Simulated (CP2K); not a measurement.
# PBE/TZV2P-MOLOPT-PBE-GTH (core potential) run of CH5NSi (SMILES C[Si]N)

What is the energy change on altering one bond length of CH5NSi at PBE/TZV2P-MOLOPT-PBE-GTH (core potential)? 

Program for the calculation: CP2K 2026.2.

## Step 1: Starting point

The species is CH5NSi (8 atoms), meant as a singlet with charge 0. As SMILES, `C[Si]N`. Geometry: relaxed at PBE0-D4/def2-TZVP. This is one conformer, not always the lowest.

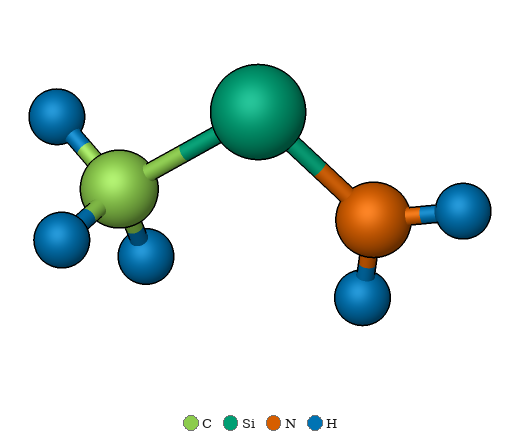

Viewed from a chosen angle; carbon green, silicon teal, nitrogen orange, hydrogen blue.

## Step 2: A single-point energy at PBE/TZV2P-MOLOPT-PBE-GTH (core potential)

File qs.inp:

```
&GLOBAL
 PROJECT qs
 RUN_TYPE ENERGY
 PRINT_LEVEL MEDIUM
&END GLOBAL

&FORCE_EVAL
 METHOD Quickstep
 &DFT
  BASIS_SET_FILE_NAME BASIS_MOLOPT_UZH
  POTENTIAL_FILE_NAME POTENTIAL_UZH
  &QS
   METHOD GPW
   EPS_DEFAULT 1.0E-10
  &END QS
  &MGRID
   CUTOFF 400
   REL_CUTOFF 50
   NGRIDS 4
  &END MGRID
  &POISSON
   PERIODIC NONE
   POISSON_SOLVER MULTIPOLE
  &END POISSON
  &SCF
   SCF_GUESS ATOMIC
   EPS_SCF 1.0E-06
   MAX_SCF 80
   ADDED_MOS 5
   &DIAGONALIZATION
    ALGORITHM STANDARD
   &END DIAGONALIZATION
   &MIXING
    METHOD PULAY_MIXING
    ALPHA 0.4
    NBUFFER 4
   &END MIXING
  &END SCF
  &XC
   &XC_FUNCTIONAL PBE
   &END XC_FUNCTIONAL
  &END XC
  &PRINT
   &MOMENTS
    PERIODIC F
    REFERENCE COM
    MAX_MOMENT 1
   &END MOMENTS
   &MO ON
    ENERGIES T
    OCCUPATION_NUMBERS T
    NDIGITS 6
    &EACH
     QS_SCF 0
    &END EACH
    ADD_LAST NUMERIC
   &END MO
   &HIRSHFELD OFF
   &END HIRSHFELD
  &END PRINT
 &END DFT
 &SUBSYS
  &CELL
   ABC 10.1 10.3 9.6
   PERIODIC NONE
  &END CELL
  &COORD
   C     -0.660000     0.824700    -0.552100
   Si     0.963800     0.653800     0.427700
   N      0.932200    -1.034400     0.690700
   H     -1.026400    -0.101800    -1.004300
   H     -0.562500     1.583400    -1.334100
   H     -1.431400     1.195000     0.135900
   H      1.651200    -1.501900     1.220100
   H      0.225200    -1.675700     0.360300
  &END COORD
  &TOPOLOGY
   &CENTER_COORDINATES
   &END CENTER_COORDINATES
  &END TOPOLOGY
  &KIND C
   BASIS_SET TZV2P-MOLOPT-PBE-GTH-q4
   POTENTIAL GTH-PBE-q4
  &END KIND
  &KIND Si
   BASIS_SET TZV2P-MOLOPT-PBE-GTH-q4
   POTENTIAL GTH-PBE-q4
  &END KIND
  &KIND N
   BASIS_SET TZV2P-MOLOPT-PBE-GTH-q5
   POTENTIAL GTH-PBE-q5
  &END KIND
  &KIND H
   BASIS_SET TZV2P-MOLOPT-PBE-GTH-q1
   POTENTIAL GTH-PBE-q1
  &END KIND
 &END SUBSYS
&END FORCE_EVAL
```

Command:

```
$ OMP_NUM_THREADS=1 cp2k.psmp -i qs.inp > qs.out 2>&1
```

What it wrote:

```text
CP2K| version string:                                       CP2K version 2026.2
[...]
 GLOBAL| Method name                                                        CP2K
[...]
 GLOBAL| Run type                                                         ENERGY
[...]
 DFT| Spin restricted Kohn-Sham (RKS) calculation                            RKS
 DFT| Multiplicity                                                             1
[...]
 DFT| Charge                                                                   0
[...]
 FUNCTIONAL| PBE:
 QS| Method:                                                                 GPW
[...]
 QS| Density cutoff [a.u.]:                                                200.0
[...]
 QS| Relative density cutoff [a.u.]:                                        25.0
[...]
                             - Atoms:                                          8
[...]
                             - Spherical basis functions:                    157
[...]
 Number of electrons:                                                         18
[...]
     1 NoMix/Diag. 0.40E+00    1.0     0.69690213       -22.0842693739 -2.21E+01
[...]
    24 Pulay/Diag. 0.40E+00    1.2     0.00000059       -22.5194145280 -3.17E-06
  *** SCF run converged in    24 steps ***
[...]
  Overlap energy of the core charge distribution:               0.00000105682530
  Self energy of the core charge distribution:                -55.46914107443720
  Core Hamiltonian energy:                                     16.20705663085540
  Hartree energy:                                              23.98345434405622
  Exchange-correlation energy:                                 -7.24078548529152
  Total energy:                                               -22.51941452799179
[...]
                     Mulliken Population Analysis
 #  Atom  Element  Kind  Atomic population                           Net charge
       1     C        1          4.130367                             -0.130367
       2     Si       2          3.698156                              0.301844
       3     N        3          5.257902                             -0.257902
       4     H        4          1.020516                             -0.020516
       5     H        4          0.994880                              0.005120
       6     H        4          1.003804                             -0.003804
       7     H        4          0.949772                              0.050228
       8     H        4          0.944602                              0.055398
 # Total charge                             18.000000                 -0.000000
[...]
  Dipole moment [Debye]
    X= -0.9459277E+00 Y= -0.1885509E+01 Z= -0.2286130E+00  Total=      2.1218355
 ENERGY| Total FORCE_EVAL ( QS ) energy [hartree]            -22.519414527991792
[...]
```

Run time: 29 s. Hardware: 1 thread of Arm Neoverse V2, shared host; peak memory 1.1 GiB.

## Step 3: The distorted shape, same level

File mol.inp:

```
&FORCE_EVAL
   METHOD QUICKSTEP
   &DFT
      BASIS_SET_FILE_NAME BASIS_MOLOPT_UZH
      POTENTIAL_FILE_NAME POTENTIAL_UZH
      CHARGE 0
      MULTIPLICITY 1
      # Quickstep
      &QS
         METHOD GPW
         EPS_DEFAULT 1.0E-10
      &END
      # real-space grids
      &MGRID
         CUTOFF 400
         REL_CUTOFF 50
         NGRIDS 4
      &END
      # isolated system
      &POISSON
         PERIODIC NONE
         POISSON_SOLVER MULTIPOLE
      &END
      &SCF
         SCF_GUESS ATOMIC
         EPS_SCF 1.0E-06
         MAX_SCF 80
         ADDED_MOS 10
         &DIAGONALIZATION
            ALGORITHM STANDARD
         &END
         &MIXING
            METHOD PULAY_MIXING
            ALPHA 0.3
            NBUFFER 8
         &END
      &END
      &XC
         &XC_FUNCTIONAL PBE
         &END
      &END
      # extra output
      &PRINT
         &MOMENTS
            PERIODIC F
            REFERENCE COM
            MAX_MOMENT 1
         &END
         &MO ON
            ENERGIES T
            OCCUPATION_NUMBERS T
            NDIGITS 6
            &EACH
               QS_SCF 0
            &END
            ADD_LAST NUMERIC
         &END
         &HIRSHFELD OFF
         &END
      &END
   &END
   &SUBSYS
      # box in angstrom
      &CELL
         ABC [angstrom] 10.1 10.5 9.8
         PERIODIC NONE
      &END
      &COORD
         C     -0.689251     0.597085    -0.317495
         Si     0.934549     0.426185     0.662305
         N      0.902949    -1.262015     0.925305
         H     -1.055651    -0.329415    -0.769695
         H     -0.562500     1.583400    -1.334100
         H     -1.460651     0.967385     0.370505
         H      1.621949    -1.729515     1.454705
         H      0.195949    -1.903315     0.594905
      &END
      &TOPOLOGY
         &CENTER_COORDINATES
         &END
      &END
      &KIND C
         BASIS_SET TZV2P-MOLOPT-PBE-GTH-q4
         POTENTIAL GTH-PBE-q4
      &END
      &KIND Si
         BASIS_SET TZV2P-MOLOPT-PBE-GTH-q4
         POTENTIAL GTH-PBE-q4
      &END
      &KIND N
         BASIS_SET TZV2P-MOLOPT-PBE-GTH-q5
         POTENTIAL GTH-PBE-q5
      &END
      &KIND H
         BASIS_SET TZV2P-MOLOPT-PBE-GTH-q1
         POTENTIAL GTH-PBE-q1
      &END
   &END
&END

&GLOBAL
   PROJECT_NAME mol
   RUN_TYPE ENERGY
   PRINT_LEVEL MEDIUM
&END
```

Command:

```
$ OMP_NUM_THREADS=1 cp2k.psmp mol.inp > mol.out
```

What it wrote, shortened:

```text
CP2K| version string:                                       CP2K version 2026.2
[...]
 GLOBAL| Method name                                                        CP2K
[...]
 GLOBAL| Run type                                                         ENERGY
[...]
 DFT| Spin restricted Kohn-Sham (RKS) calculation                            RKS
 DFT| Multiplicity                                                             1
[...]
 DFT| Charge                                                                   0
[...]
 FUNCTIONAL| PBE:
 QS| Method:                                                                 GPW
[...]
 QS| Density cutoff [a.u.]:                                                200.0
[...]
 QS| Relative density cutoff [a.u.]:                                        25.0
[...]
                             - Atoms:                                          8
[...]
                             - Spherical basis functions:                    157
[...]
 Number of electrons:                                                         18
[...]
     1 NoMix/Diag. 0.30E+00    1.0     0.69016018       -22.0414032059 -2.20E+01
[...]
    18 Pulay/Diag. 0.30E+00    1.1     0.00000074       -22.4851489780 -4.39E-07
  *** SCF run converged in    18 steps ***
[...]
  Overlap energy of the core charge distribution:               0.00000076748885
  Self energy of the core charge distribution:                -55.46914107443720
  Core Hamiltonian energy:                                     15.97789087192817
  Hartree energy:                                              24.15938887887210
  Exchange-correlation energy:                                 -7.15328842188455
  Total energy:                                               -22.48514897803262
[...]
                     Mulliken Population Analysis
 #  Atom  Element  Kind  Atomic population                           Net charge
       1     C        1          4.167879                             -0.167879
       2     Si       2          3.688542                              0.311458
       3     N        3          5.259056                             -0.259056
       4     H        4          1.004234                             -0.004234
[...]
  Dipole moment [Debye]
    X= -0.9292084E+00 Y= -0.2033965E+01 Z= -0.8381743E-01  Total=      2.2377371
 ENERGY| Total FORCE_EVAL ( QS ) energy [hartree]            -22.485148978032623
[...]
```

Run time: 21 s. Hardware: 1 thread of Arm Neoverse V2, shared host; peak memory 1.3 GiB.

## Step 4: Summary of results

Level: PBE/TZV2P-MOLOPT-PBE-GTH (core potential).

```
                                                         quantity         value
                                        first shape: total energy  -22.51941 Eh
                                       first shape: dipole moment        2.12 D
                                         first shape: HOMO energy      -5.03 eV
                                         first shape: LUMO energy      -1.91 eV
                                       first shape: HOMO–LUMO gap       3.12 eV
                                    distorted shape: total energy  -22.48515 Eh
                                   distorted shape: dipole moment        2.24 D
                                     distorted shape: HOMO energy      -5.08 eV
                                     distorted shape: LUMO energy      -1.95 eV
                                   distorted shape: HOMO–LUMO gap       3.12 eV
energy change with the C1–H5 bond stretched from 1.094 to 1.422 Å      0.932 eV
```

What this shows: With the C1–H5 bond stretched from 1.094 to 1.422 Å the energy rises by 0.93 eV (21.5 kcal/mol). The first shape isn't relaxed at this level, so the change isn't measured from a minimum.
